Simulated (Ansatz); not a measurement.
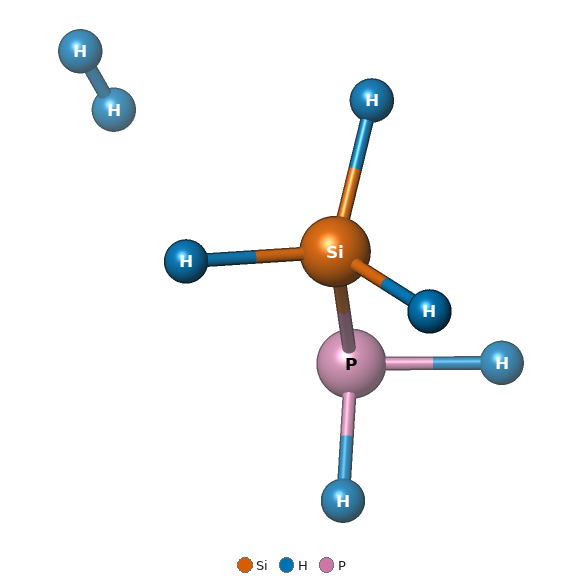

Distant atoms are faded towards the background colour. Computed geometry: PBE0-D4/def2-TZVP optimisation. No frequency run is at hand to confirm it as a minimum.

### List the symmetry elements and name the point group.

It has 1 mirror plane, so the point group is Cs. The group has 2 operations. The geometry is achiral, and symmetry allows a dipole moment.
